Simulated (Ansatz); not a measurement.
System: CsCl-type CoAl. Method: PBE (plane waves, PAW; Ansatz, a program for electronic structure).

Settings: plane-wave cutoff 520 eV, 20×20×20 k mesh, Fermi–Dirac smearing 0.05 eV, no spin polarisation, scalar-relativistic PAW data made under PBE.

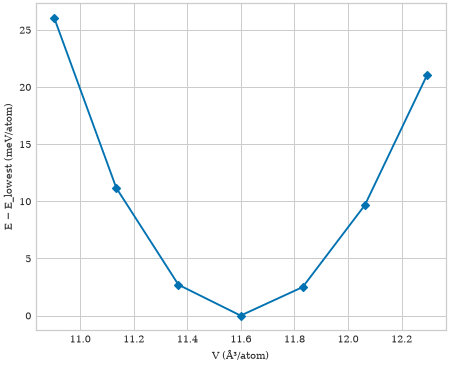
*Total energy against volume*

From the curve, estimate the equilibrium volume and the bulk modulus.

V0 ≈ 11.6 Å³/atom and B0 ≈ 180 GPa; the fit gives V0 = 11.599 Å³/atom, B0 = 179 GPa, B′ = 4.3.

Measured, for comparison: bulk modulus 162 GPa, equilibrium volume per atom 11.71 Å³/atom (room temperature, no zero-point or thermal correction; as tabulated in Yamada et al. (2019), arXiv:1910.09660). Computed (rounded) less measured: bulk modulus +10 %, equilibrium volume per atom -0.9 %. A static lattice is as a rule a little smaller and stiffer than an uncorrected measurement, which narrows the difference in the equilibrium volume per atom and would widen misses of the other sign.
